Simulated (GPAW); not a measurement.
**Run report: SnCl2, excited-state calculation**

System: SnCl2.
Method: TDDFT (PBE)/real-space grid, scalar-relativistic datasets (GPAW 26.7.0).

The geometry comes from this level: GFN2-xTB.

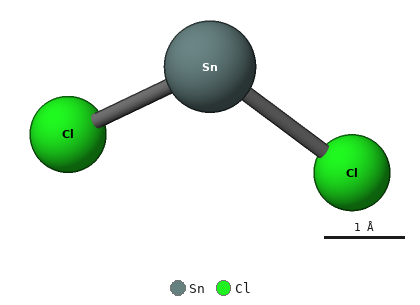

Figure 1. The input geometry (ball-and-stick view, seen at an oblique angle). Sticks mark near contacts. Bond lengths as drawn: Cl–Sn 2.38 Å.

Input file (molecule_lr.py):
```python
from ase.io.zmatrix import parse_zmatrix
from ase.units import Hartree
from gpaw import GPAW
from gpaw.lrtddft import LrTDDFT
from gpaw.utilities.adjust_cell import adjust_cell

# Geometry
zmat = """
Sn
Cl 1 r2
Cl 1 r3 2 a3
"""
values = dict(r2=2.377849, r3=2.377479, a3=99.53792)
atoms = parse_zmatrix(zmat, defs=values)
adjust_cell(atoms, 4.5, h=0.22)

# Ground state
calc = GPAW(mode='fd',
            h=0.22,
            xc='PBE',
            nbands=29,
            convergence={'bands': 24, 'eigenstates': 1e-06},
            maxiter=150,
            symmetry='off',
            legacy_gpaw=True,
            txt='-')
atoms.calc = calc
atoms.get_potential_energy()

# Linear-response TDDFT
lr = LrTDDFT(calc, restrict={'jend': 23, 'istart': 8}, txt='lr.txt')
lr.diagonalize()
energies = [x.get_energy() * Hartree for x in lr][:4]
strengths = [x.get_oscillator_strength()[0] for x in lr][:4]
for n, (e, f) in enumerate(zip(energies, strengths), 1):
    print(f'{n:3d} {e:8.3f} eV  f = {f:.4f}')
```

Machine: 1 thread of AMD EPYC (Zen 3), 12 GiB of memory available, shared host.

Command:
```bash
python molecule_lr.py > molecule_lr.log
```

The program's output:
```
___ ___ ___ _ _ _
 |   |   |_  | | | |
 | | | | | . | | | |
 |__ |  _|___|_____|  26.7.0
 |___|_|

units:  Angstrom and eV
cores:  1
OpenMP: False

Versions:
  Python: 3.12.14
  ASE:    3.29.0
  Numpy:  2.5.5
  Scipy:  1.18.1
  Libxc:  7.0.0

        _gpaw.cpython-312-x86_64-linux-gnu.so

Input parameters:
  convergence: {bands: 24,
                eigenstates: 1e-06}
  h: 0.22
  maxiter: 150
  mode: fd
  nbands: 29
  symmetry: off
  xc: PBE

System changes: positions, numbers, cell, pbc, initial_charges, initial_magmoms

Initialize ...

species:
  Sn:
    name:    Tin
    Z:       50.0
    valence: 14
    core:    36
    charge:  0.0  # [|e|]
    file:    Sn.PBE.gz
    compensation charges:
      type: gauss
      rc: 0.38  # [Å]
      lmax: 2
    cutoffs:
      filter: 2.23  # [Å]
      core: 2.35  # [Å]
    projectors
    | kind |    occ | energy [eV] | rcut [Å] |
    |------|--------|-------------|----------|
    |   5s |  2.000 |     -10.538 |    1.201 |
    |   5p |  2.000 |      -3.696 |    1.270 |
    |   4d | 10.000 |     -25.845 |    1.185 |
    |    s |        |      16.674 |    1.201 |
    |    p |        |      23.515 |    1.270 |
    |    d |        |       1.367 |    1.185 |

    Using partial waves for Sn as LCAO basis

  Cl:
    name:    Chlorine
    Z:       17.0
    valence: 7
    core:    10
    charge:  0.0  # [|e|]
    file:    Cl.PBE.gz
    compensation charges:
      type: gauss
      rc: 0.25  # [Å]
      lmax: 2
    cutoffs:
      filter: 1.40  # [Å]
      core: 1.49  # [Å]
    projectors
    | kind |    occ | energy [eV] | rcut [Å] |
    |------|--------|-------------|----------|
    |   3s |  2.000 |     -20.689 |    0.794 |
    |   3p |  5.000 |      -8.594 |    0.794 |
    |    s |        |       6.523 |    0.794 |
    |    p |        |      18.617 |    0.794 |
    |    d |        |       0.000 |    0.794 |

    Using partial waves for Cl as LCAO basis

Reference energy: -193120.592099  # eV

Spin-paired calculation

Convergence criteria:
 Maximum [total energy] change in last 3 cyles: 0.0005 eV / valence electron
 Maximum integral of absolute [dens]ity change: 0.0001 electrons / valence electron
 Maximum integral of absolute [eigenst]ate change: 1e-06 eV^2 / valence electron
 Maximum number of scf [iter]ations: 150
 (Square brackets indicate name in SCF output, whereas a 'c' in
 the SCF output indicates the quantity has converged.)

Symmetries present (total): 1

  ( 1  0  0)
  ( 0  1  0)
  ( 0  0  1)

1 k-point (Gamma)
1 k-point in the irreducible part of the Brillouin zone
       k-points in crystal coordinates                weights
   0:     0.00000000    0.00000000    0.00000000          1/1

Wave functions: Uniform real-space grid
  Kinetic energy operator: 6*3+1=19 point O(h^6) finite-difference Laplacian
  ScaLapack parameters: grid=1x1, blocksize=None
  Wavefunction extrapolation:
    Improved wavefunction reuse through dual PAW basis

Occupation numbers: # Zero width

Eigensolver
   Davidson(niter=2)

Densities:
  Coarse grid: 56*52*44 grid
  Fine grid: 112*104*88 grid
  Total Charge: 0.000000

Density mixing:
  Method: separate
  Backend: msr1
  Linear mixing parameter: 0.05
  old densities: 10
  Width of damping distribution: 1.1
  Damping of long wavelength oscillations: 1  # (no daming)

Hamiltonian:
  XC and Coulomb potentials evaluated on a 112*104*88 grid
  Using the PBE Exchange-Correlation functional
  Interpolation: tri-quintic (5. degree polynomial)
  Poisson solver: FastPoissonSolver using
    Stencil: 6*3+1=19 point O(h^6) finite-difference Laplacian
    FFT axes: []
    FST axes: [np.int64(2), np.int64(1), np.int64(0)]

XC parameters: PBE with 2 nearest neighbor stencil

Memory estimate:
  Process memory now: 213.29 MiB
  Calculator: 123.70 MiB
    Density: 48.34 MiB
      Arrays: 24.61 MiB
      Localized functions: 5.33 MiB
      Mixer: 18.40 MiB
    Hamiltonian: 16.50 MiB
      Arrays: 16.10 MiB
      XC: 0.00 MiB
      Poisson: 0.00 MiB
      vbar: 0.40 MiB
    Wavefunctions: 58.86 MiB
      Arrays psit_nG: 26.69 MiB
      Eigensolver: 31.35 MiB
      Projections: 0.01 MiB
      Projectors: 0.82 MiB

Total number of cores used: 1

Number of atoms: 3
Number of atomic orbitals: 17
Number of bands in calculation: 29
Number of valence electrons: 28
Bands to converge: 24

... initialized

Initializing position-dependent things.

Density initialized from atomic densities
Creating initial wave functions:
  17 bands from LCAO basis set
  12 bands from random numbers

        .-----------------------------.
       /|                             |
      / |                             |
     /  |                             |
    /   |                             |
   /    |                             |
  /     |                             |
 *      |                             |
 |      |                             |
 |      |        Cl                   |
 |      |       Sn    Cl              |
 |      |                             |
 |      .-----------------------------.
 |     /                             /
 |    /                             /
 |   /                             /
 |  /                             /
 | /                             /
 |/                             /
 *-----------------------------*

Atomic positions and initial magnetic moments

Positions:
   0 Sn     5.168050    4.547693    4.840000    ( 0.0000,  0.0000,  0.0000)
   1 Cl     7.545899    4.547693    4.840000    ( 0.0000,  0.0000,  0.0000)
   2 Cl     4.774101    6.892307    4.840000    ( 0.0000,  0.0000,  0.0000)

Unit cell:
           periodic     x           y           z      points  spacing
  1. axis:    no    12.320000    0.000000    0.000000    56     0.2200
  2. axis:    no     0.000000   11.440000    0.000000    52     0.2200
  3. axis:    no     0.000000    0.000000    9.680000    44     0.2200

  Lengths:  12.320000  11.440000   9.680000
  Angles:   90.000000  90.000000  90.000000

Effective grid spacing dv^(1/3) = 0.2200

iter:   1 00:00:01   -10.648062   +2.46
iter:   2 00:00:03   -10.496459   +1.81  -1.14
iter:   3 00:00:03    -9.842341   +1.47  -1.18
iter:   4 00:00:04    -9.829623   +1.12  -1.59
iter:   5 00:00:05    -9.827866   +0.85  -1.84
iter:   6 00:00:06    -9.826739c  +0.63  -2.53
iter:   7 00:00:07    -9.826499c  +0.49  -2.79
iter:   8 00:00:08    -9.826525c  +0.29  -3.32
iter:   9 00:00:09    -9.826535c  +0.22  -3.69
iter:  10 00:00:10    -9.826537c  +0.11  -4.10c
iter:  11 00:00:11    -9.826539c  -0.05  -4.30c
iter:  12 00:00:12    -9.826539c  -0.16  -4.87c
iter:  13 00:00:13    -9.826540c  -0.21  -4.98c
iter:  14 00:00:14    -9.826540c  -0.43  -5.27c
iter:  15 00:00:15    -9.826540c  -0.47  -5.29c
iter:  16 00:00:16    -9.826540c  -0.70  -5.60c
iter:  17 00:00:17    -9.826540c  -0.75  -5.52c
iter:  18 00:00:18    -9.826540c  -0.76  -5.38c
iter:  19 00:00:19    -9.826540c  -0.92  -5.74c
iter:  20 00:00:20    -9.826540c  -1.21  -6.00c
iter:  21 00:00:21    -9.826540c  -1.30  -6.35c
iter:  22 00:00:22    -9.826540c  -1.47  -6.44c
iter:  23 00:00:23    -9.826540c  -1.57  -6.91c
iter:  24 00:00:24    -9.826540c  -1.74  -6.94c
iter:  25 00:00:25    -9.826540c  -1.85  -7.01c
iter:  26 00:00:26    -9.826540c  -1.96  -7.61c
iter:  27 00:00:27    -9.826540c  -2.11  -7.64c
iter:  28 00:00:28    -9.826540c  -2.16  -7.98c
iter:  29 00:00:29    -9.826540c  -2.33  -7.92c
iter:  30 00:00:30    -9.826540c  -2.40  -7.94c
iter:  31 00:00:30    -9.826540c  -2.56  -7.93c
iter:  32 00:00:31    -9.826540c  -2.69  -8.07c
iter:  33 00:00:32    -9.826540c  -2.77  -8.54c
iter:  34 00:00:33    -9.826540c  -2.83  -8.46c
iter:  35 00:00:34    -9.826540c  -3.02  -9.08c
iter:  36 00:00:35    -9.826540c  -3.13  -9.04c
iter:  37 00:00:36    -9.826540c  -3.21  -9.19c
iter:  38 00:00:37    -9.826540c  -3.32  -9.56c
iter:  39 00:00:38    -9.826540c  -3.44  -9.47c
iter:  40 00:00:39    -9.826540c  -3.53  -10.12c
iter:  41 00:00:40    -9.826540c  -3.70  -10.05c
iter:  42 00:00:41    -9.826540c  -3.77  -9.90c
iter:  43 00:00:41    -9.826540c  -3.84  -10.25c
iter:  44 00:00:42    -9.826540c  -3.97  -10.26c
iter:  45 00:00:43    -9.826540c  -4.16  -10.27c
iter:  46 00:00:44    -9.826540c  -4.26  -10.35c
iter:  47 00:00:45    -9.826540c  -4.33  -10.92c
iter:  48 00:00:46    -9.826540c  -4.42  -10.90c
iter:  49 00:00:47    -9.826540c  -4.58  -11.25c
iter:  50 00:00:48    -9.826540c  -4.67  -11.22c
iter:  51 00:00:49    -9.826540c  -4.80  -11.58c
iter:  52 00:00:50    -9.826540c  -4.86  -11.49c
iter:  53 00:00:51    -9.826540c  -5.01  -12.17c
iter:  54 00:00:52    -9.826540c  -5.08  -12.09c
iter:  55 00:00:53    -9.826540c  -5.16  -12.13c
iter:  56 00:00:54    -9.826540c  -5.23  -12.04c
iter:  57 00:00:54    -9.826540c  -5.39  -12.77c
iter:  58 00:00:55    -9.826540c  -5.50  -12.69c
iter:  59 00:00:56    -9.826540c  -5.58  -12.91c
iter:  60 00:00:57    -9.826540c  -5.68  -13.06c
iter:  61 00:00:58    -9.826540c  -5.78  -13.20c
iter:  62 00:00:59    -9.826540c  -5.89  -13.43c
iter:  63 00:01:00    -9.826540c  -5.94  -13.38c
iter:  64 00:01:01    -9.826540c  -6.05c -13.43c

Converged after 64 iterations.

Dipole moment: (-0.428397, -0.509530, -0.000000) |e|*Ang

Energy contributions relative to reference atoms: (reference = -193120.592099)

Kinetic:        +13.710254
Potential:      -15.486769
External:        +0.000000
XC:              -8.632955
Entropy (-ST):   +0.000000
Local:           +0.582930
SIC:             +0.000000
--------------------------
Free energy:     -9.826540
Extrapolated:    -9.826540

 Band  Eigenvalues  Occupancy
    0    -27.00534    2.00000
    1    -26.90987    2.00000
    2    -26.87262    2.00000
    3    -26.85029    2.00000
    4    -26.71363    2.00000
    5    -20.15690    2.00000
    6    -19.75482    2.00000
    7    -12.12911    2.00000
    8     -9.03649    2.00000
    9     -8.18338    2.00000
   10     -8.14878    2.00000
   11     -7.69887    2.00000
   12     -7.41773    2.00000
   13     -6.95996    2.00000
   14     -3.81166    0.00000
   15     -1.57904    0.00000
   16     -1.54953    0.00000
   17      0.07091    0.00000
   18      1.10304    0.00000
   19      1.22974    0.00000
   20      1.35874    0.00000
   21      1.50373    0.00000
   22      1.56752    0.00000
   23      1.67777    0.00000
   24      1.88347    0.00000
   25      2.04566    0.00000
   26      2.44622    0.00000
   27      2.62272    0.00000
   28      2.70250    0.00000

Fermi level: -5.38581

Gap: 3.148 eV
Transition (v -> c):
  (s=0, k=0, n=13, [0.00, 0.00, 0.00]) -> (s=0, k=0, n=14, [0.00, 0.00, 0.00])
No difference between direct/indirect transitions
  1    3.658 eV  f = 0.0002
  2    3.669 eV  f = 0.0312
  3    4.365 eV  f = 0.0173
  4    4.663 eV  f = 0.0414
```

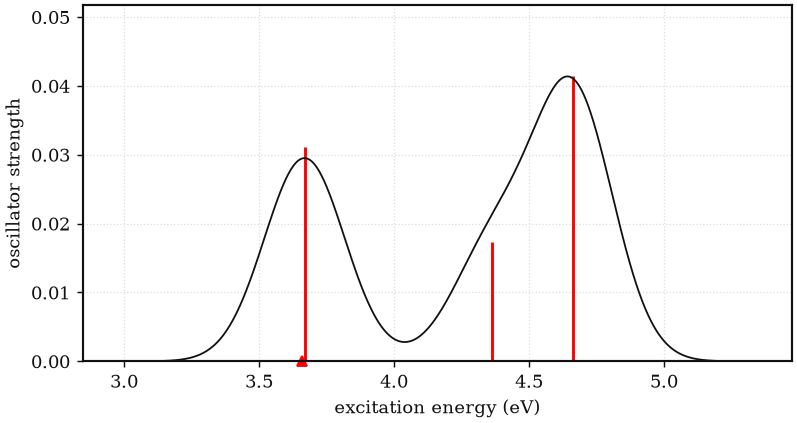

Figure 2. Computed excitations as sticks (degenerate states added up, dark ones marked on the axis), with a Gaussian envelope of 0.35 eV full width at half maximum, scaled to the tallest. Of the 4 states the lowest lies at 3.66 eV (f = 0.000); the strongest line is at 4.66 eV, or 266 nm (f = 0.041).

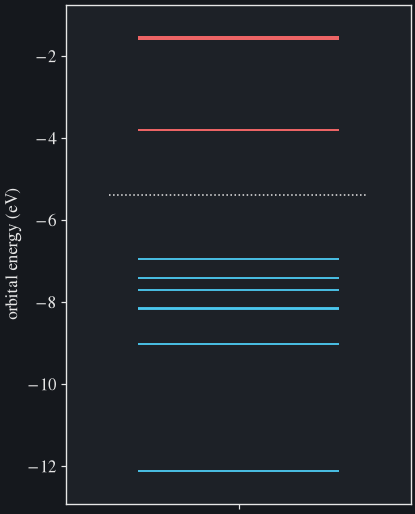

Figure 3. Orbital energies near the frontier; the dotted line parts filled from empty levels, and levels within 0.02 eV of each other stand side by side. Highest filled −6.96 eV, lowest empty −3.81 eV, 3.15 eV apart.

Summary:

| quantity | value |
| --- | --- |
| outcome | converged |
| energy relative to the program's reference atoms | −9.8265 eV |
| HOMO | −6.96 eV |
| LUMO | −3.81 eV |
| dipole moment | 3.20 D |
| lowest excitation | 3.66 eV |
| wall time | 2 min |
| peak memory | 0.41 GiB |

Notes:

On so coarse a grid the energy depends on the position of the molecule, which gives spurious forces.
